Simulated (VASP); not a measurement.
Band structure of Zn (hcp). Computed with PBE GGA with D3 dispersion (Becke-Johnson damping), VASP's PBE PAW potentials (set 64) (plane waves; VASP).

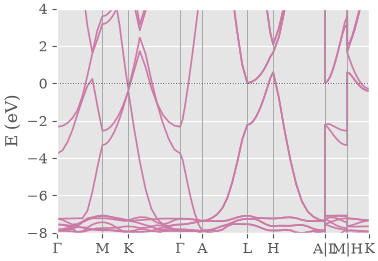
Bands along high-symmetry lines, zero at the valence-band maximum or, without a gap, the Fermi level

**Question.** Read the plot: is there a gap, and where are the band edges?

**Answer.** It has no gap at this level: it comes out as a metal or semimetal. (Edges off the drawn lines would not show.)

The compound is Zn in the hcp structure. It was relaxed first, which changed the volume by -7 %.
